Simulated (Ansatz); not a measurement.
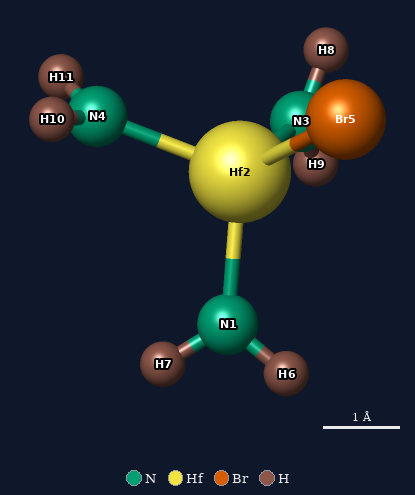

*The input geometry (ball-and-stick view, seen at a tilt; atoms are numbered from 1 in the order of the input). Sticks mark near contacts.*

Bond lengths as drawn: Br–Hf 2.55 Å, Hf–N 2.02 Å and H–N 1.01 Å.

## Single-point calculation of HfN3H6Br

The run: single-point calculation of HfN3H6Br, SMILES [NH2][Hf]([NH2])([NH2])[Br]. Method and program: RKS r2SCAN0-d3bj/def2-TZVP (Ansatz 0.2.0).

The geometry comes from this level: PBE0-D4/def2-TZVP.

## The program's output
```
Warning: the engine holds no damping parameters fitted to this dispersion correction and functional, so the run takes those fitted to r2scan0 beside the three-body term, which d3bj leaves out (hamiltonian.dispersion, under Limitations)
Functional definition: r2SCAN0
  name "r2SCAN0"
  cite "Bursch, Neugebauer, Ehlert & Grimme, J. Chem. Phys. 156, 134105 (2022) doi:10.1063/5.0086040"
  cite "Furness, Kaplan, Ning, Perdew & Sun, J. Phys. Chem. Lett. 11, 8208 (2020) doi:10.1021/acs.jpclett.0c02405"
  cite "Furness, Kaplan, Ning, Perdew & Sun, J. Phys. Chem. Lett. 11, 9248 (2020) doi:10.1021/acs.jpclett.0c03077"
  parent r2scan
  parameter a = 0.25
  parameter k0 = 0.174
  parameter k1 = 0.065
  parameter a1 = 4.9479
  exchange = (1 - a)*r2scan_x(k0 = k0, k1 = k1, a1 = a1) + a*exact_x
  correlation = r2scan_c
1535 factors; their error is unknown
mean field evaluation 1: about -76580.3484 eV, gradient 1.0e2 eV
mean field evaluation 2: about -76538.3299 eV, gradient 1.7e2 eV
mean field evaluation 4: about -76599.0887 eV, gradient 8.5e0 eV
mean field evaluation 8: about -76599.7505 eV, gradient 5.4e-1 eV
mean field evaluation 16: about -76599.7508 eV, gradient 4.2e-5 eV
mean field -76599.75081802 eV, -2814.9889213863 hartree, gradient 4.2e-5 eV, S^2 0.000000; 0 other end points of the search recorded, 0 dependent functions left out
reference -76599.75082782 eV, -2814.9889217463 hartree; 37, 37 occupied and 180, 180 virtual orbitals, 1535 factors
Total energy: -76599.83984842 eV, -2814.9921931932 hartree
Relativity: scalar
```

The run was set up as follows.

## The input
```yaml
crystal:
  periodic: [false, false, false]
  atoms:
    - {symbol: N, position_ang: [-1.512686, 1.085147, 0.357104]}
    - {symbol: Hf, position_ang: [-0.036704, -0.010757, -0.491000]}
    - {symbol: N, position_ang: [1.716264, 0.795159, 0.122443]}
    - {symbol: N, position_ang: [-0.144273, -1.863022, 0.319092]}
    - {symbol: Br, position_ang: [-0.225309, -0.066137, -3.032824]}
    - {symbol: H, position_ang: [-1.801221, 2.002861, 0.044812]}
    - {symbol: H, position_ang: [-2.125087, 0.785279, 1.101646]}
    - {symbol: H, position_ang: [2.623721, 0.556478, -0.255084]}
    - {symbol: H, position_ang: [1.826508, 1.543553, 0.791051]}
    - {symbol: H, position_ang: [-0.832475, -2.561391, 0.070807]}
    - {symbol: H, position_ang: [0.511261, -2.267181, 0.971952]}
basis:
  gaussian: {orbitals: def2-TZVP, nuclear_model: gaussian}
hamiltonian: {xc: {name: r2SCAN0}, dispersion: d3bj, pseudopotentials: {relativity: scalar}}
```

Launched with:
```bash
ansatz run in.yaml --threads 4 --pin off --events-out ev --progress --plain --max-ram 11315MiB
```

## Summary

- outcome: converged
- total energy: −76599.8398 eV
- mean-field energy: −76599.7508 eV
- dispersion energy: −0.0890 eV
- SCF solution under orbital rotations: stable
- hardware: 4 threads of Intel Xeon @ 2.90GHz, 31 GiB of memory available, shared host
- wall time: 4 s (CPU time 14 s)
- peak memory: 0.6 GiB

## Notes

Warnings of the run: the dispersion correction has no parameters fitted for this combination and takes those fitted for R2SCAN0 with other terms.
